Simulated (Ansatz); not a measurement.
**Resistivity from frozen vibrations: Au(111) with 4 thermally displaced layers, 2x2**

Wanted: the phonon-limited resistivity of Au at 180 K by the Landauer route.

Program: Ansatz 0.2.0. Level of theory: Ansatz plane-wave DFT, PBE, PAW files; ballistic transport by layer matching (Landauer), zero bias; PAW set soft_1. Results are calculated unless marked as measured.

**1. The starting structure**

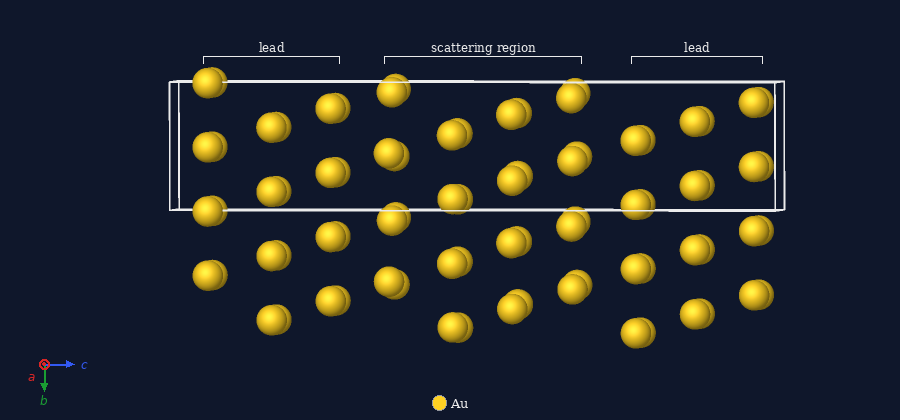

The starting structure, seen from the side, with the c axis across the page (gold yellow). 1×2×1 cells are drawn.

The cell holds 40 atoms: 40 Au. Cell: a = 5.768 Å, b = 5.768 Å, c = 23.605 Å, α = 93.5°, β = 86.5°, γ = 120.0°. It derives from Au. Regions: lead, 24 atoms (24 Au); scattering region, 16 atoms (16 Au). The structure is stacked along c, and the current runs across the ab planes.

**2. With 4 displaced layers**

Each atom of 4 layers is moved at random, by amounts drawn from a normal law 0.0707 Å wide in each direction from the Debye model (165 K) at 180 K. The layers about the cell's end stay perfect and serve as the lead. Disorder leaves little or no symmetry, which makes such runs dear. Energies from -0.05 to 0.05 eV in steps of 0.05 eV are too few for the program's thermal sum, so it prints no conductance; for a metal the transmission near the Fermi level serves, at a fraction of the cost.

Input file input.yaml:

```yaml
crystal:
  lattice:
    - [5.7675164607, 0.0, 0.0]
    - [-2.8837582304, 4.9948157718, 0.0]
    - [1.4418791152, -0.8324692953, 23.5457873532]
  atoms:
    - { symbol: Au, position: [0.9916666667, 0.0083333333, 0.05] }
    - { symbol: Au, position: [0.9916666667, 0.5083333333, 0.05] }
    - { symbol: Au, position: [0.4916666667, 0.0083333333, 0.05] }
    - { symbol: Au, position: [0.4916666667, 0.5083333333, 0.05] }
    - { symbol: Au, position: [0.1416666667, 0.3583333333, 0.15] }
    - { symbol: Au, position: [0.1416666667, 0.8583333333, 0.15] }
    - { symbol: Au, position: [0.6416666667, 0.3583333333, 0.15] }
    - { symbol: Au, position: [0.6416666667, 0.8583333333, 0.15] }
    - { symbol: Au, position: [0.2916666667, 0.2083333333, 0.25] }
    - { symbol: Au, position: [0.2916666667, 0.7083333333, 0.25] }
    - { symbol: Au, position: [0.7916666667, 0.2083333333, 0.25] }
    - { symbol: Au, position: [0.7916666667, 0.7083333333, 0.25] }
    - { symbol: Au, position: [0.9510957812, 0.0781919267, 0.3536772183] }
    - { symbol: Au, position: [0.9335667069, 0.5538519929, 0.3484165319] }
    - { symbol: Au, position: [0.4478796446, 0.0579135565, 0.35224252] }
    - { symbol: Au, position: [0.4301574777, 0.5804578438, 0.349710463] }
    - { symbol: Au, position: [0.0992297298, 0.4062106809, 0.4488617586] }
    - { symbol: Au, position: [0.1032796888, 0.919902062, 0.4493919052] }
    - { symbol: Au, position: [0.595082055, 0.4176031072, 0.447386807] }
    - { symbol: Au, position: [0.5762347378, 0.9135883034, 0.4479866298] }
    - { symbol: Au, position: [0.2126008157, 0.2465773102, 0.5485960409] }
    - { symbol: Au, position: [0.2164604066, 0.7372274906, 0.5501100049] }
    - { symbol: Au, position: [0.751387062, 0.2546614993, 0.547767357] }
    - { symbol: Au, position: [0.7516117494, 0.7683348835, 0.5490992198] }
    - { symbol: Au, position: [0.9058269437, 0.1229905189, 0.6493786144] }
    - { symbol: Au, position: [0.8840313213, 0.6133778191, 0.6507432547] }
    - { symbol: Au, position: [0.3963756807, 0.0898204306, 0.6480135108] }
    - { symbol: Au, position: [0.3690579224, 0.5838535394, 0.6503796191] }
    - { symbol: Au, position: [0.0416666667, 0.4583333333, 0.75] }
    - { symbol: Au, position: [0.0416666667, 0.9583333333, 0.75] }
    - { symbol: Au, position: [0.5416666667, 0.4583333333, 0.75] }
    - { symbol: Au, position: [0.5416666667, 0.9583333333, 0.75] }
    - { symbol: Au, position: [0.1916666667, 0.3083333333, 0.85] }
    - { symbol: Au, position: [0.1916666667, 0.8083333333, 0.85] }
    - { symbol: Au, position: [0.6916666667, 0.3083333333, 0.85] }
    - { symbol: Au, position: [0.6916666667, 0.8083333333, 0.85] }
    - { symbol: Au, position: [0.8416666667, 0.1583333333, 0.95] }
    - { symbol: Au, position: [0.8416666667, 0.6583333333, 0.95] }
    - { symbol: Au, position: [0.3416666667, 0.1583333333, 0.95] }
    - { symbol: Au, position: [0.3416666667, 0.6583333333, 0.95] }
kpoints:
  mp_grid: { grid: [5, 5, 1] }
hamiltonian:
  xc: pbe
  pseudopotentials: { kind: paw, azcp: { folder: soft_1 } }
scf:
  occupations: { method: fermi_dirac, width: 0.1 }
output:
  transmission:
    leads: [[0, 4]]
    kmesh: [10, 10]
    e_range: [-0.05, 0.05]
    de: 0.05
  write_potential: true
  write_density: true
  volumetric_format: npy
```

Command:

```sh
ansatz run input.yaml --threads 4 --pin off --max-ram 15360MiB --backend cpu --events-out ev --progress --plain --runs-dir out
```

Numbers of over 12 decimals in the logs are rounded to 6 here.

Log:

```text
Engine: ansatz 0.2.0, aarch64-unknown-linux-gnu
Pseudopotentials: kind: paw
Pseudopotential: Au, paw, valence charge 19, recommended cutoff 420 eV (normal), soft_1/Au.paw.azcp
Functional definition: PBE
  parameter kappa = 0.804
  parameter beta = 0.066725
  exchange = pbe_x(kappa = kappa, mu = beta*pi^2/3)
  correlation = pbe_c(beta = beta)
Crystal: 40 atoms, lattice volume = 678.300 Å³
Basis set: ecut = 420 eV, 13321 PW (Γ)
Bands: 456, of which v1, the nominal top of the filled ones, is band 380 counted from 1 (379 counted from 0)
Symmetry: 1 space group operations
Space group: P1 (ITA 1), of the structure as read, at distance tolerance 8.8e-5 Å
k-points: 13 of 25 (time reversal used)
Non-local potential: Au, projectors of the file, l = 0: 3, l = 1: 2, l = 2: 2, l = 3: 1
PAW form: soft (Blöchl's): semilocal exchange-correlation on the pseudo side does not see the compensation charge
PAW one-centre angular grid: Au, 590 points (default); XC on 64 Gauss nodes
Initial density: superposition of atomic densities (chi_scale 0.1, normalization cell)
Initial wavefunctions: pseudopotential atomic-orbital guess
Functional: x = pbe(κ = 0.804, μ = 0.219515), c = pbe(β = 0.066725)
SCF iter   1: F=—  HF=-526056.357819 eV  |F-HF|=—  |Δ(HF+E_count)|=         —  Δρ=6.75e-2  dr2=3.40e1  ethr=3.10e-3  ⟨swp⟩=4.0  Hψ=17658  notcnv=0  defer=86
preconditioner: auto → Kerker (q_TF=auto, 2.781 Å⁻¹)  [metal: Δε(μ)=0.011 eV  Ē_g=10.182 eV  σ=0.100 eV  W_gap=0.03  n_scr=260 (ndim 8)  ℏωp=29.9 eV  f_vac=0.000  D(μ)=18.57/eV (n_scr^D=122)]
SCF iter   2: F=—  HF=-526048.270377 eV  |F-HF|=—  |Δ(HF+E_count)|=    8.09e0  Δρ=3.10e-2  dr2=6.94e0  ethr=3.10e-3  ⟨swp⟩=2.8  Hψ=9745  notcnv=0  defer=714
SCF iter   3: F=—  HF=-526046.329013 eV  |F-HF|=—  |Δ(HF+E_count)|=    1.94e0  Δρ=7.44e-3  dr2=2.22e-1  ethr=9.13e-4  ⟨swp⟩=2.0  Hψ=8243  notcnv=0  defer=714
SCF iter   4: F=—  HF=-526046.390684 eV  |F-HF|=—  |Δ(HF+E_count)|=   6.17e-2  Δρ=1.28e-3  dr2=6.87e-3  ethr=2.93e-5  ⟨swp⟩=2.7  Hψ=11797  notcnv=0  defer=714
SCF iter   5: F=—  HF=-526046.394275 eV  |F-HF|=—  |Δ(HF+E_count)|=   3.59e-3  Δρ=2.85e-4  dr2=6.44e-4  ethr=9.04e-7  ⟨swp⟩=2.0  Hψ=7940  notcnv=0  defer=714
SCF iter   6: F=—  HF=-526046.394314 eV  |F-HF|=—  |Δ(HF+E_count)|=   3.92e-5  Δρ=8.06e-5  dr2=9.77e-5  ethr=8.47e-8  ⟨swp⟩=2.3  Hψ=8013  notcnv=0  defer=714
SCF iter   7: F=—  HF=-526046.394665 eV  |F-HF|=—  |Δ(HF+E_count)|=   3.51e-4  Δρ=3.24e-5  dr2=9.68e-6  ethr=1.29e-8  ⟨swp⟩=2.0  Hψ=9643  notcnv=0  defer=714
SCF iter   8: F=—  HF=-526046.394665 eV  |F-HF|=—  |Δ(HF+E_count)|=   4.35e-7  Δρ=6.16e-6  dr2=1.43e-6  ethr=1.27e-9  ⟨swp⟩=2.3  Hψ=8141  notcnv=0  defer=714
SCF iter   9: F=—  HF=-526046.394665 eV  |F-HF|=—  |Δ(HF+E_count)|=   1.48e-8  Δρ=1.78e-6  dr2=1.84e-7  ethr=1.88e-10  ⟨swp⟩=1.0  Hψ=5214  notcnv=0  defer=714
SCF iter  10: F=-526046.394665 eV  HF=-526046.394665 eV  |F-HF|=3.15e-8  |Δ(HF+E_count)|=   5.01e-9  Δρ=1.05e-6  dr2=3.36e-8  ethr=1.32e-11  ⟨swp⟩=8.5  Hψ=22394  notcnv=0
SCF 1 converged in 10 iterations: F = -526046.394665 eV  dr2 = 3.36e-8
  greatest PAW one-centre occupation: 1.000 electrons in one spin orbital (limit 2), on the Au atom at site 26 (counted from 0), in its partial waves of l = 0
transmission: 162 of 1560 steps passed
transmission: 315 of 1560 steps passed
[...]
transmission: 1560 of 1560 steps passed
SCF converged after 10 iterations
Free energy (F): -526046.394665 eV
Harris-Foulkes:  -526046.394665 eV  (|F-HF|=3.15e-8)
Internal energy: -526045.914901 eV  (E = F + TS)
E sigma→0 (E₀):  -526046.154783 eV
Entropy (-TS):   -0.479764 eV (-11.994 meV/atom)
Fermi energy:    20.732411 eV
--- Per-component energies (eV) ---
  E_band       = -8241.168155
  E_kinetic    = 23142.633858
  E_local      = -67942.767290  (includes V_loc(G=0)·N_el)
  E_nonlocal   = 3921.458246
  E_hartree    = 29479.505664
  E_xc         = -8624.564658
  E_vxc        = -10476.491204  (∫ρ·V_xc dr)
  E_paw        = -389264.834468  (= ΣΔE_a)
  E_vpaw       = -15845.080740  (= ΣTr[D̂ρ^β])
  E_aug_tail   = 0.067128  (compensation charges beyond the density's cutoff)
  E_ewald      = -116757.413381
  E_smearing   = -0.479764  (= −TS)
  E_closure    = 0.000000  (closes the sum)
  Σ components = -526046.394665   (vs F -526046.394665, Δ=0.00e0)
--- Band table (eV; the first three rows and the last of 13) ---
  k-point 0: bands = [... 376 lower, 20.7832, 21.2198, 21.2399, 21.2652, 21.2842, 21.5418, 21.5669, 21.6830, ... 72 higher]
  k-point 1: bands = [... 376 lower, 20.3412, 20.4321, 20.5025, 20.6525, 20.7662, 20.8576, 20.9683, 21.0575, ... 72 higher]
  k-point 2: bands = [... 376 lower, 20.5179, 20.5339, 20.5572, 20.5898, 20.6493, 20.8159, 20.8860, 21.0686, ... 72 higher]
  k-point 12: bands = [... 376 lower, 19.5207, 20.2074, 20.3702, 20.7167, 20.7620, 20.8131, 21.2671, 22.2517, ... 72 higher]
--- Transmission ---
  basis      : 253 plane waves across, 30 finite elements along
  points     : 52, standing for a mesh of 10 x 10
  energies   : 3 from -0.050000 to 0.050000 eV about the Fermi level, 0.050000 eV apart; the leads are filled to 0.000000 eV, and channels, transmission and decay are at 0.000000 eV
  crystal 0  : Au4, at the sites [0, 4], period 2.3546 Å, over 14.13 Å; its Hamiltonian steps by up to 4.3 meV
    offset         : up to 0.0000 Å between an atom of the period and one for which it stands
    channels       : 3.210000e0 a spin
    conductance    : none, the energies end too early or step too widely for 300 K: set another output.transmission.e_range or a lower de, or, where they end at an eighth of basis.ecutwfc, a higher one
  junction   : crystal 0 to crystal 0, 0.70 to 21.89 Å
    transmission   : 3.162442e0 a spin
    conductance    : none, the energies end too early or step too widely for 300 K: set another output.transmission.e_range or a lower de, or, where they end at an eighth of basis.ecutwfc, a higher one
```

The job ended after 13 min (4 threads of Arm Neoverse V2, shared host; peak memory 6.5 GiB; 44 min of CPU time).

In the SCF lines HF is the Harris–Foulkes energy and dr2 the Hartree energy of the density residual, in eV; the loop may stop once dr2 is under the threshold and the program's other checks hold. Hψ counts applications of the Hamiltonian.

Numbers from this step:

* free energy: -526046.3947 eV
* energy at zero smearing: -526046.1548 eV
* Fermi energy: 20.73 eV
* cell area: 28.81 Å²
* transmission per spin nearest the Fermi level: 3.162
* open channels per spin nearest the Fermi level: 3.21
* step of the lead's potential: 4.3 meV

Per spin. The transmission, zone mean stays at 3.16 for energy from -0.05 to 0.05 eV.

Per spin. The open channels, zone mean, lead stays at 3.21 for energy from -0.05 to 0.05 eV.

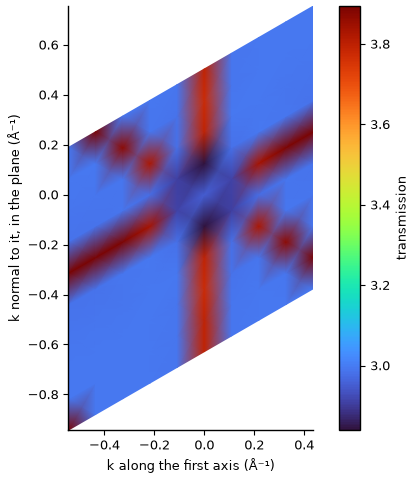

Transmission over k1 and k2. At 0.0000 eV from the Fermi level.

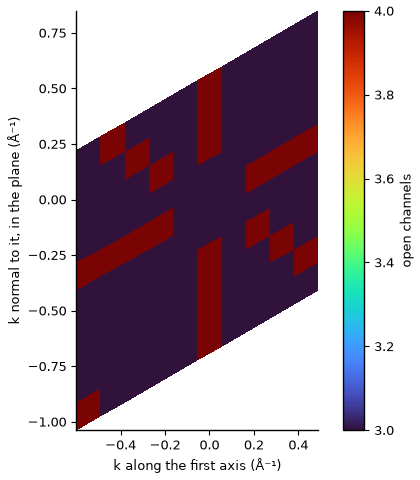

Open channels over k1 and k2. At 0.0000 eV from the Fermi level.

Over the solved energies the transmission per spin lies between 3.16 and 3.16, out of 3.21 channels of the lead on average (up to 3.21).

**3. With 8 displaced layers**

System of this step: Au(111) with 8 thermally displaced layers, 2x2. The cell holds 56 atoms: 56 Au. Its edges and angles: a = 5.768 Å, b = 5.768 Å, c = 33.006 Å, α = 87.5°, β = 92.5°, γ = 120.0°. It derives from Au. Regions: lead, 24 atoms (24 Au); scattering region, 32 atoms (32 Au). The structure is stacked along c, and the current runs across the ab planes.

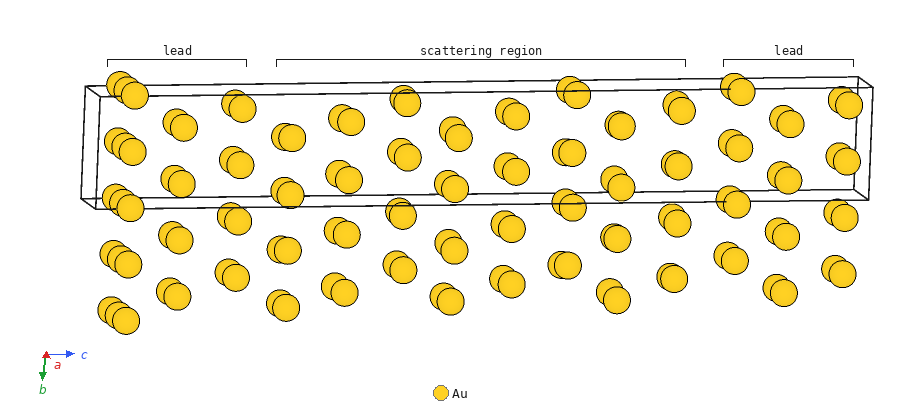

The cell of this step (gold yellow). 1×2×1 cells are drawn. Some periodic images of atoms are drawn too.

Input file input.yaml:

```yaml
crystal:
  lattice:
    - [5.7675164607, 0.0, 0.0]
    - [-2.8837582304, 4.9948157718, 0.0]
    - [-1.4418791152, 0.8324692953, 32.9641022945]
  atoms:
    - { symbol: Au, position: [0.005952381, 0.994047619, 0.0357142857] }
    - { symbol: Au, position: [0.005952381, 0.494047619, 0.0357142857] }
    - { symbol: Au, position: [0.505952381, 0.994047619, 0.0357142857] }
    - { symbol: Au, position: [0.505952381, 0.494047619, 0.0357142857] }
    - { symbol: Au, position: [0.1845238095, 0.3154761905, 0.1071428571] }
    - { symbol: Au, position: [0.1845238095, 0.8154761905, 0.1071428571] }
    - { symbol: Au, position: [0.6845238095, 0.3154761905, 0.1071428571] }
    - { symbol: Au, position: [0.6845238095, 0.8154761905, 0.1071428571] }
    - { symbol: Au, position: [0.3630952381, 0.1369047619, 0.1785714286] }
    - { symbol: Au, position: [0.3630952381, 0.6369047619, 0.1785714286] }
    - { symbol: Au, position: [0.8630952381, 0.1369047619, 0.1785714286] }
    - { symbol: Au, position: [0.8630952381, 0.6369047619, 0.1785714286] }
    - { symbol: Au, position: [0.043403204, 0.9473812915, 0.2529717127] }
    - { symbol: Au, position: [0.0563250096, 0.4670695679, 0.2508615167] }
    - { symbol: Au, position: [0.5441740046, 0.9392611879, 0.2513166574] }
    - { symbol: Au, position: [0.5366692745, 0.4331891881, 0.2507442543] }
    - { symbol: Au, position: [0.2225423791, 0.2909804331, 0.3204869416] }
    - { symbol: Au, position: [0.2221276368, 0.7849277999, 0.3195493065] }
    - { symbol: Au, position: [0.7270086869, 0.2781002339, 0.3224847688] }
    - { symbol: Au, position: [0.7217449174, 0.7949195639, 0.3227265112] }
    - { symbol: Au, position: [0.4015499727, 0.1096848447, 0.3955588628] }
    - { symbol: Au, position: [0.4099446442, 0.5786025753, 0.3947511417] }
    - { symbol: Au, position: [0.9034860927, 0.1002218027, 0.39069821] }
    - { symbol: Au, position: [0.9054930753, 0.5831293204, 0.3940730362] }
    - { symbol: Au, position: [0.0819098645, 0.9000856287, 0.4636369227] }
    - { symbol: Au, position: [0.0636015099, 0.4255320658, 0.4675335021] }
    - { symbol: Au, position: [0.5893958264, 0.8976573125, 0.4630526563] }
    - { symbol: Au, position: [0.5973324442, 0.4448227646, 0.465189059] }
    - { symbol: Au, position: [0.2489031677, 0.2482591276, 0.5356786435] }
    - { symbol: Au, position: [0.2483956108, 0.7335135703, 0.5365448181] }
    - { symbol: Au, position: [0.7589889724, 0.2428107716, 0.5352388451] }
    - { symbol: Au, position: [0.7371929394, 0.7367351066, 0.5383016846] }
    - { symbol: Au, position: [0.4224763372, 0.0446218831, 0.6100047551] }
    - { symbol: Au, position: [0.4559647734, 0.5952914882, 0.6072769232] }
    - { symbol: Au, position: [0.9190966141, 0.0445131871, 0.6099820125] }
    - { symbol: Au, position: [0.959978929, 0.5540880586, 0.6057550878] }
    - { symbol: Au, position: [0.114430082, 0.8752488483, 0.6779911786] }
    - { symbol: Au, position: [0.1105568708, 0.3892303961, 0.6809194188] }
    - { symbol: Au, position: [0.6197187279, 0.9000610038, 0.6776709185] }
    - { symbol: Au, position: [0.6014628928, 0.357158811, 0.6754618135] }
    - { symbol: Au, position: [0.2974535092, 0.1997731361, 0.7512437081] }
    - { symbol: Au, position: [0.3079624119, 0.7267585385, 0.7517411445] }
    - { symbol: Au, position: [0.8030926858, 0.207002344, 0.7485024304] }
    - { symbol: Au, position: [0.7788417808, 0.7018294566, 0.7475769245] }
    - { symbol: Au, position: [0.4702380952, 0.0297619048, 0.8214285714] }
    - { symbol: Au, position: [0.4702380952, 0.5297619048, 0.8214285714] }
    - { symbol: Au, position: [0.9702380952, 0.0297619048, 0.8214285714] }
    - { symbol: Au, position: [0.9702380952, 0.5297619048, 0.8214285714] }
    - { symbol: Au, position: [0.1488095238, 0.8511904762, 0.8928571429] }
    - { symbol: Au, position: [0.1488095238, 0.3511904762, 0.8928571429] }
    - { symbol: Au, position: [0.6488095238, 0.8511904762, 0.8928571429] }
    - { symbol: Au, position: [0.6488095238, 0.3511904762, 0.8928571429] }
    - { symbol: Au, position: [0.3273809524, 0.1726190476, 0.9642857143] }
    - { symbol: Au, position: [0.3273809524, 0.6726190476, 0.9642857143] }
    - { symbol: Au, position: [0.8273809524, 0.1726190476, 0.9642857143] }
    - { symbol: Au, position: [0.8273809524, 0.6726190476, 0.9642857143] }
kpoints:
  mp_grid: { grid: [5, 5, 1] }
hamiltonian:
  xc: pbe
  pseudopotentials: { kind: paw, azcp: { folder: soft_1 } }
scf:
  occupations: { method: fermi_dirac, width: 0.1 }
output:
  transmission:
    leads: [[0, 4]]
    kmesh: [10, 10]
    e_range: [-0.05, 0.05]
    de: 0.05
  write_potential: true
  write_density: true
  volumetric_format: npy
```

Log:

```text
[...]
Crystal: 56 atoms, lattice volume = 949.619 Å³
Basis set: ecut = 420 eV, 18659 PW (Γ)
Bands: 639, of which v1, the nominal top of the filled ones, is band 532 counted from 1 (531 counted from 0)
Symmetry: 1 space group operations
[...]
k-points: 13 of 25 (time reversal used)
[...]
SCF iter   1: F=—  HF=-736478.096713 eV  |F-HF|=—  |Δ(HF+E_count)|=         —  Δρ=6.74e-2  dr2=4.75e1  ethr=3.10e-3  ⟨swp⟩=4.0  Hψ=24715  notcnv=0  defer=156
[...]
SCF iter  11: F=-736464.163324 eV  HF=-736464.163324 eV  |F-HF|=1.28e-8  |Δ(HF+E_count)|=   2.91e-9  Δρ=5.90e-7  dr2=1.49e-8  ethr=9.40e-12  ⟨swp⟩=2.0  Hψ=15255  notcnv=0
SCF 1 converged in 11 iterations: F = -736464.163324 eV  dr2 = 1.49e-8
[...]
transmission: 230 of 2288 steps passed
transmission: 458 of 2288 steps passed
[...]
transmission: 2288 of 2288 steps passed
SCF converged after 11 iterations
Free energy (F): -736464.163324 eV
[...]
Internal energy: -736463.496603 eV  (E = F + TS)
E sigma→0 (E₀):  -736463.829963 eV
Entropy (-TS):   -0.666721 eV (-11.906 meV/atom)
Fermi energy:    20.727672 eV
[...]
--- Band table (eV; the first three rows and the last of 13) ---
  k-point 0: bands = [... 528 lower, 20.8681, 21.1582, 21.2095, 21.3990, 21.4182, 21.4435, 21.4855, 21.5775, ... 103 higher]
  k-point 1: bands = [... 528 lower, 20.4018, 20.4888, 20.6063, 20.6902, 20.7661, 20.7771, 20.8342, 20.9117, ... 103 higher]
  k-point 2: bands = [... 528 lower, 20.5066, 20.5349, 20.5661, 20.6347, 20.7312, 20.7687, 20.8605, 20.9992, ... 103 higher]
  k-point 12: bands = [... 528 lower, 19.9186, 19.9426, 20.1546, 20.8064, 20.9762, 21.1705, 21.1898, 21.2994, ... 103 higher]
--- Transmission ---
  basis      : 253 plane waves across, 44 finite elements along
  points     : 52, standing for a mesh of 10 x 10
[...]
channels       : 3.210000e0 a spin
[...]
junction   : crystal 0 to crystal 0, 0.70 to 31.31 Å
    transmission   : 3.105540e0 a spin
[...]
```

Run time: 22 min. Hardware: 4 threads; peak memory 8.1 GiB.

Numbers from this step:

| Property | Result |
| --- | --- |
| free energy | -736464.1633 eV |
| energy at zero smearing | -736463.8300 eV |
| transmission per spin nearest the Fermi level | 3.106 |
| step of the lead's potential | 3.6 meV |

Per spin. Transmission, zone mean against energy, zero at the Fermi level:

| energy (eV) | transmission, zone mean |
| --- | --- |
| -0.0500 | 3.10 |
| 0.0000 | 3.11 |
| 0.0500 | 3.10 |

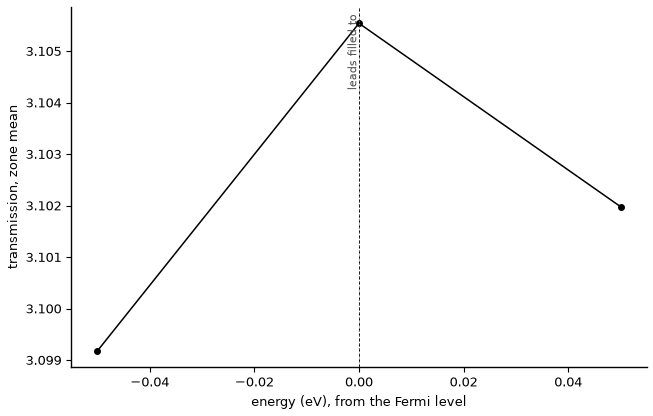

Transmission, zone mean against energy.

Over the solved energies the transmission per spin lies between 3.10 and 3.11, out of 3.21 channels of the lead on average (up to 3.21).

(Continued in part 2 of 2.)

[Logs are printed without paths, hosts, clocks, repeated set-up lines and the standing remarks that a program may print on its own settings, such as how far it seeks lower states.]

[Hosts, paths, dates, database ids (printed as entryN), source tags and the programs' standing remarks are cut or masked in the printed files.]
